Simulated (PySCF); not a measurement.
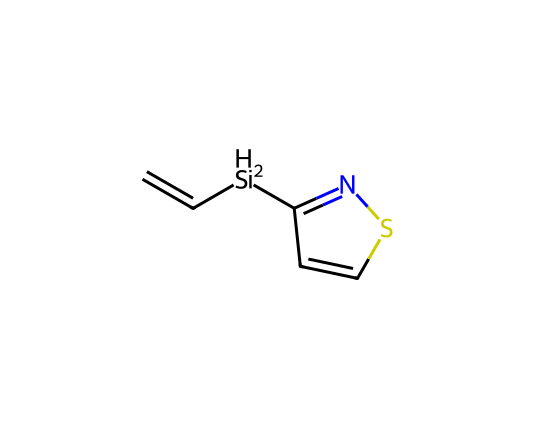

The computed structure is the end point of a GFN2-xTB optimisation. No frequency run is at hand to confirm it as a minimum. Level of theory: PBE0/def2-SVPD, gas phase (PySCF 2.14.0). Excitations: vertical, linear response.

Question: Give the HOMO energy (Kohn–Sham orbital) at this level.

Answer: −7.64 eV.

Question: What is the brightest of the 8 lowest singlets?

Answer: 5.58 eV.

Question: Give the HOMO–LUMO gap at this level.

Answer: 6.41 eV.

Question: What is the mean static polarisability?

Answer: 106.8 bohr³.

The geometry is semi-empirical. Around Si such bond lengths and angles can be off by a tenth of an ångström or more and by several degrees, and values that hang on the shape move with them.
